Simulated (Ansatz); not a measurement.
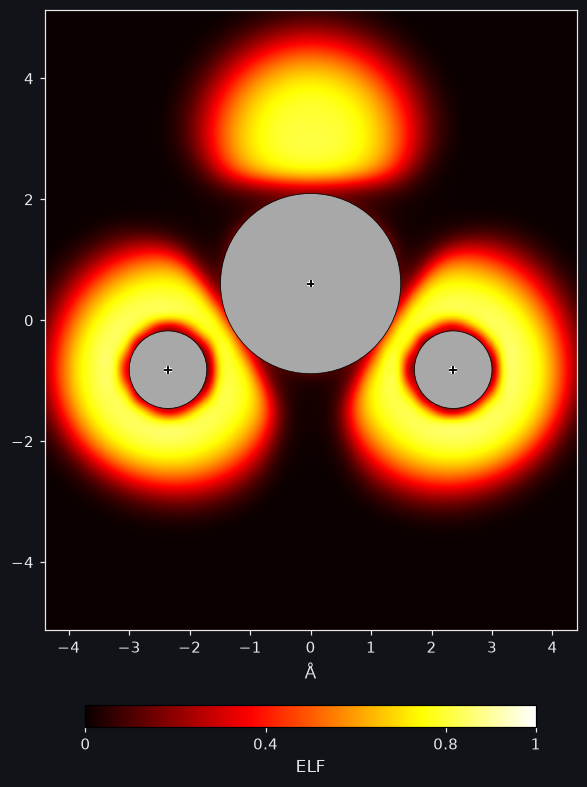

The ELF on a plane through atoms (crosses mark nuclei in the plane; grey discs cover the cores).

Computed with RKS PBE0-D4/def2-TZVP in Ansatz.

Candidates:
A. BF₃···CO
B. Br₃La
C. C₄H₁₂N···C₇H₅O₂

> Which candidate gave the map?

Candidate B: Br₃La on the plane of atoms Br3, La1 and Br4, which holds La and Br. La–Br (2.75 Å): the ELF peaks at about 0.75 in the valence shell of Br, 1.0 Å from its nucleus, and is about 0.30 at the midpoint (a largely ionic contact).
